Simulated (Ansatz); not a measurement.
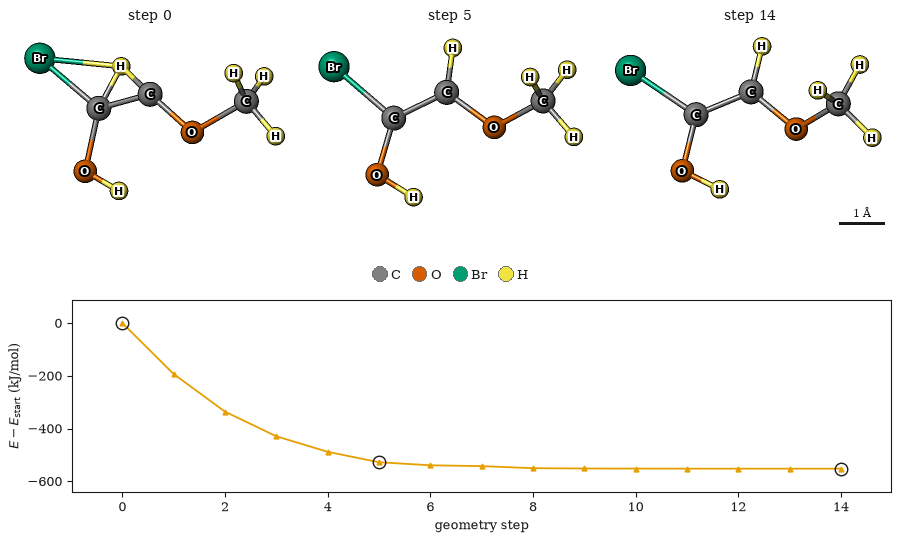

Frames of a relaxation of C3H5BrO2, marked on the history of the run. Style: ball-and-stick. Shown at a tilt.

The run prepares an end point of a later path (hydrogen shift) calculation, from a guessed geometry.

Theory: Ansatz, RKS B3LYP/def2-SVP. Settings: no spin polarisation; force threshold 0.02 eV/Å; at most 50 steps.

Q: Describe the path.

A: After 14 geometry steps the energy has fallen by 552.3 kJ/mol. Largest force component: 12 eV/Å at the start, 0.011 eV/Å at the end. The largest move after the best rigid fit is that of an H atom, 1.02 Å. Largest moves by element: H 1.02 Å, O 0.47 Å, C 0.40 Å, Br 0.34 Å. Some distances before and after: Br–H 1.887 → 3.034 Å, C–H 1.090 → 2.152 Å, C–O 1.450 → 1.346 Å, C–O 1.492 → 1.415 Å. Bonds break: C–H (1.09 → 2.15 Å). Among the angles between lasting bonds that change: C–C–H 52.7° → 123.8°, O–C–H 161.9° → 118.8°, O–C–C 126.7° → 117.3°. From step 0 to 5: an H atom moves most (0.83 Å), energy −527.9 kJ/mol. From step 5 to 14: an H atom moves most (0.42 Å), energy −24.4 kJ/mol.

| step | E − E(0), kJ/mol | largest force component, eV/Å |
| --- | --- | --- |
| 0 | 0.00 | 11.7309 |
| 1 | -193.36 | 7.3618 |
| 2 | -336.06 | 3.9634 |
| 3 | -429.46 | 2.4795 |
| 4 | -488.27 | 1.7177 |
| 5 | -527.89 | 1.1305 |
| 6 | -539.44 | 1.2423 |
| 7 | -542.58 | 0.9294 |
| 8 | -550.46 | 0.3427 |
| 9 | -551.59 | 0.1467 |
| 10 | -552.00 | 0.0906 |
| 11 | -552.17 | 0.0717 |
| 12 | -552.24 | 0.0433 |
| 13 | -552.26 | 0.0213 |
| 14 | -552.27 | 0.0114 |
